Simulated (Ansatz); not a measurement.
```cif
data_structure
_symmetry_space_group_name_H-M 'P 1'
_symmetry_Int_Tables_number 1
_cell_length_a 5.4752
_cell_length_b 5.4752
_cell_length_c 2.7843
_cell_angle_alpha 90.000
_cell_angle_beta 90.000
_cell_angle_gamma 90.000
_cell_volume 83.47
loop_
_atom_site_label
_atom_site_type_symbol
_atom_site_fract_x
_atom_site_fract_y
_atom_site_fract_z
_atom_site_occupancy
Yb1 Yb 0.00000 0.00000 0.50000 1
Ti1 Ti 0.50000 0.00000 0.50000 1
Ti2 Ti 0.00000 0.50000 0.50000 1
Ti3 Ti 0.50000 0.50000 0.50000 1
```

Space group P4/mmm; a structure generated by program, which may or may not match a known phase; computed without spin polarisation; no Hubbard U on the f states and no spin–orbit coupling.

Method: DFT PBE, scalar-relativistic, plane waves, PAW in Ansatz.

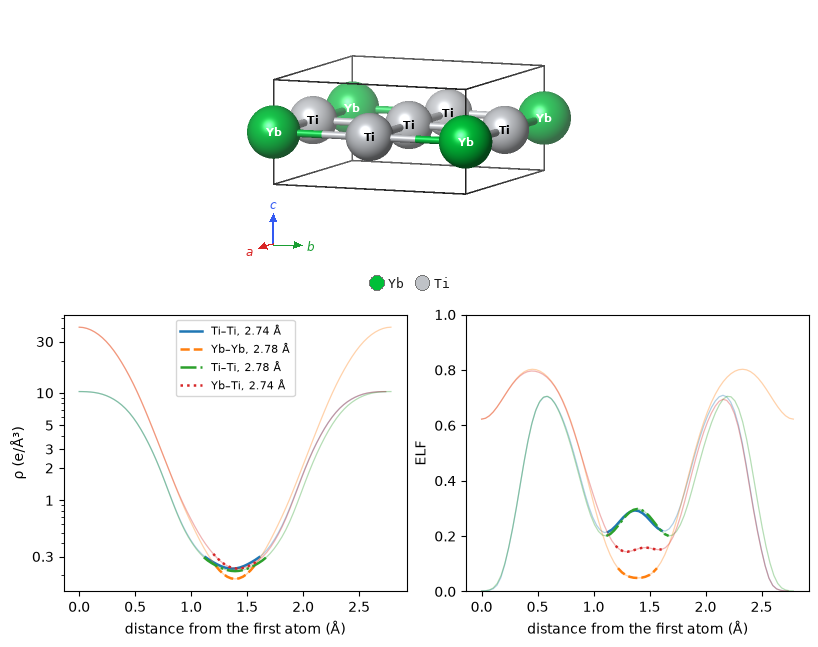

YbTi₃. Valence charge density (pseudo) and electron localisation function along straight lines between neighbouring atoms. Thin, pale parts lie inside the atomic spheres. The structure is drawn too.

The density is the valence pseudo-density of a PAW calculation; it isn't the true density close to the nuclei.

What can be read from the curves?

Answer. Ti–Ti (2.74 Å): ρ is about 0.23 e/Å³ halfway; the ELF is about 0.30 at the midpoint: no shared electron pair shows on this line.
Yb–Yb (2.78 Å): ρ at the midpoint is about 0.19 e/Å³; the ELF is about 0.05 at the midpoint; no localised pair shows between them.
Ti–Ti (2.78 Å): ρ at the midpoint is about 0.22 e/Å³; the ELF is about 0.30 at the midpoint: no shared electron pair shows on this line.
Yb–Ti (2.74 Å): ρ at the midpoint is about 0.23 e/Å³; the ELF is about 0.15 at the midpoint (no localised pair shows between them).
